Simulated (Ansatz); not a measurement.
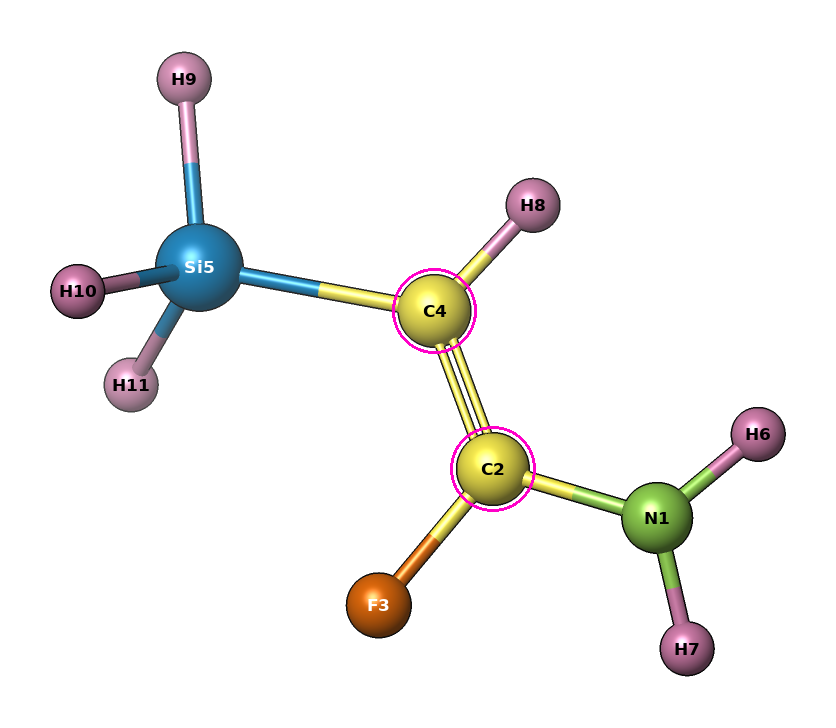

Atoms fade into the background with distance from the viewer. Circles mark the stereogenic atoms. The geometry was computed by an optimisation with PBE-D4/def2-SVP. No frequency run is at hand to confirm it as a minimum.

Give the R/S and E/Z labels.

Answer. C2=C4: Z.

Write the isomeric SMILES.

Answer. N/C(F)=C/[SiH3]
